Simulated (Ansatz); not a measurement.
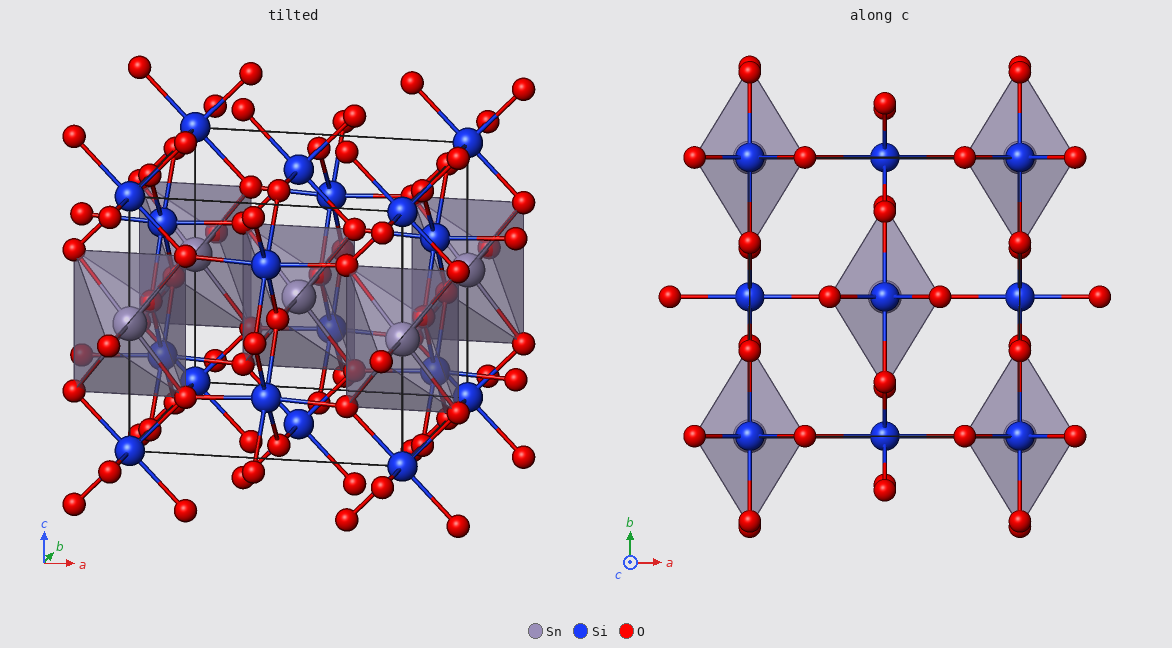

Polyhedral representation of a periodic structure, projected slightly off an axis and along the c axis. The parallelepiped is the conventional unit cell. Some atoms of the next cells are drawn as well.

Si₃SnO₈, space group Cmmm (No. 65), a = 6.020 Å, b = 6.210 Å, c = 5.647 Å, α = 90.00°, β = 90.00°, γ = 90.00°. The cell started as a structure type filled with these elements by a generator (whether the compound takes this form wasn't checked). Earlier steps of the study may have refined or changed the cell and positions. A calculation with Ansatz used it as input.

This one geometry was computed with Ansatz (DFT, plane waves, PAW) at five levels of theory: HSE06, PBE0, PBE, r2SCAN and PBE with spin-orbit coupling. It was relaxed beforehand with r2SCAN.

> Which level gives the highest pressure at this volume, and what does that say about its equilibrium volume?

Highest: PBE (9.1 GPa) and PBE with spin-orbit coupling (9.0 GPa), which points to the largest equilibrium volume. Lowest, with the smallest volume: HSE06 (-1.8 GPa) and PBE0 (-1.9 GPa). Levels within 0.5 GPa of each other can't be told apart.

> How does the band gap change with the level of theory?

PBE: a gap of 3.55 eV, direct; PBE with spin-orbit coupling: a gap of 3.56 eV, direct; r2SCAN: a gap of 4.35 eV, direct; HSE06: a gap of 5.52 eV, direct; PBE0: a gap of 6.27 eV, direct.

> Collect the results in a table.

| level | cutoff (eV) | k-mesh of the run's cell | gap (eV) | pressure (GPa) |
| --- | --- | --- | --- | --- |
| HSE06 | 420 | 4×4×4 | 5.52 | -1.8 |
| PBE0 | 420 | 4×4×4 | 6.27 | -1.9 |
| PBE | 420 | 6×6×4 | 3.55 | 9.1 |
| r2SCAN | 500 | 6×6×4 | 4.35 | 0.0 |
| PBE with spin-orbit coupling | 420 | 6×6×4 | 3.56 | 9.0 |

Gaps are taken on the k-mesh or band path of each run.
